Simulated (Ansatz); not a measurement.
**U-r2SCAN/STO-3G run of CF (SMILES [C]F)**

What is the electronic atomisation energy of CF at U-r2SCAN/STO-3G? 

The results are computed with Ansatz 0.2.0.

44 further runs of the same task are left out: 9 that didn't finish, 35 set aside as unsound or not needed.

## (1) The molecule

CF has 2 atoms, charge 0, and is taken as a doublet. As SMILES, `[C]F`. The shape is that of a PBE0-D4/def2-TZVP optimisation.

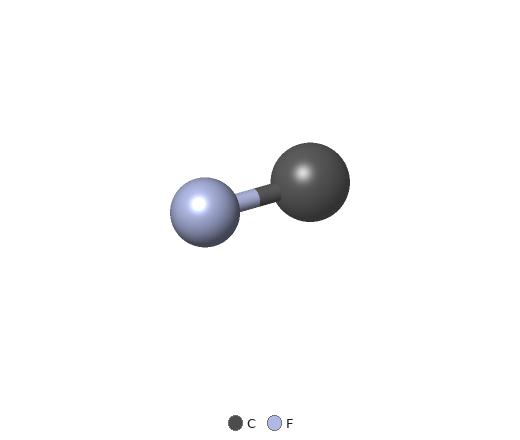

The structure, seen from a chosen angle (carbon dark grey, fluorine light blue).

## (2) A single-point energy at U-r2SCAN/STO-3G

input.yaml

```yaml
crystal:
  periodic: [false, false, false]
  atoms:
    - symbol: C
      position_ang: [-0.000000, 0.000000, 0.003080]
    - symbol: F
      position_ang: [0.000000, -0.000000, 1.271320]
basis:
  gaussian:
    orbitals: STO-3G
hamiltonian:
  xc: {name: r2SCAN}
accuracy: high
magnetization:
  spin_polarized: true
  initial_magnetization: 1
```

Launch:

```
ansatz run input.yaml --threads 1 --pin off --max-ram 3480MiB --events-out events.jsonl --progress --plain --runs-dir runs
```

The log of the run:

```text
Warning: RAYON_NUM_THREADS=1 ignored (pool sized by the plan → 1); use --threads N
Functional definition: r2SCAN
  name "r2SCAN"
  parameter k0 = 0.174
  parameter k1 = 0.065
  parameter a1 = 4.9479
  exchange = r2scan_x(k0 = k0, k1 = k1, a1 = a1)
  correlation = r2scan_c
149 factors; integrals over basis functions are off by at most 3.2e-8 eV
mean field evaluation 1: about -3693.7116 eV, gradient 2.0e1 eV
mean field evaluation 2: about -3691.8249 eV, gradient 2.3e1 eV
mean field evaluation 4: about -3695.8325 eV, gradient 1.9e-1 eV
mean field evaluation 8: about -3695.8004 eV, gradient 1.5e-3 eV
mean field evaluation 16: about -3695.8004 eV, gradient 1.5e-8 eV
mean field -3695.80038684 eV, -135.8181591130 hartree, gradient 1.2e-8 eV, S^2 0.751230; 1 other end points of the search recorded, 0 dependent functions left out
reference -3695.80038709 eV, -135.8181591222 hartree; 8, 7 occupied and 2, 3 virtual orbitals, 149 factors
Total energy: -3695.80038709 eV, -135.8181591222 hartree
```

It took 2.3 s on 1 thread of Arm Neoverse V1, shared host; peak memory 0.14 GiB.

## (3) The C atom

run.yaml

```yaml
crystal:
  periodic: [false, false, false]
  atoms:
    - {symbol: C, position_ang: [0.000000, 0.000000, 0.000000]}
basis:
  gaussian: {orbitals: STO-3G}
magnetization: {spin_polarized: true, initial_magnetization: 2}
hamiltonian: {xc: r2scan}
accuracy: high
```

Launch:

```
ansatz run run.yaml --threads 1 --pin off --max-ram 3480MiB --events-out events.jsonl --progress --plain --runs-dir runs
```

The log of the run (excerpt; [...] marks lines left out):

```text
Warning: RAYON_NUM_THREADS=1 ignored (pool sized by the plan → 1); use --threads N
[... 7 set-up lines as earlier in the session ...]
15 factors; integrals over basis functions are off by at most 9.8e-10 eV
mean field evaluation 1: about -1015.7958 eV, gradient 3.4e-10 eV
mean field evaluation 2: about -1015.7926 eV, gradient 1.1e-9 eV
mean field evaluation 4: about -1015.7941 eV, gradient 0.0e0 eV
mean field evaluation 8: about -1015.7982 eV, gradient 6.5e-10 eV
mean field -1015.79264455 eV, -37.3296911582 hartree, gradient 0.0e0 eV, S^2 2.000000; 3 other end points of the search recorded, 0 dependent functions left out
reference -1015.79264485 eV, -37.3296911693 hartree; 4, 2 occupied and 1, 3 virtual orbitals, 15 factors
Total energy: -1015.79264485 eV, -37.3296911693 hartree
```

Wall time 0.95 s (1 thread of Arm Neoverse V1, shared host); peak memory 0.09 GiB.

## (4) The F atom

molecule.yaml

```yaml
crystal:
  periodic: [false, false, false]
  atoms:
    - symbol: F
      position_ang: [0.000000, 0.000000, 0.000000]
basis:
  gaussian: {orbitals: STO-3G}
hamiltonian: {xc: r2scan}
magnetization: {spin_polarized: true, initial_magnetization: 1}
accuracy: high
```

Run the same way, it converges to -98.25342 Eh (log not shown).

## (5) Results

At U-r2SCAN/STO-3G:

```
                     quantity          value
       molecule: total energy  -135.81816 Eh
               molecule: ⟨S²⟩          0.751
         C atom: total energy   -37.32969 Eh
                 C atom: ⟨S²⟩          2.000
         F atom: total energy   -98.25342 Eh
                 F atom: ⟨S²⟩          0.750
electronic atomisation energy       6.396 eV
```

What this shows: Taking the molecule apart into free atoms costs 6.40 eV (147 kcal/mol), before zero-point energy and without spin-orbit coupling. In a minimal basis such a difference can be off by several eV, whatever the method.
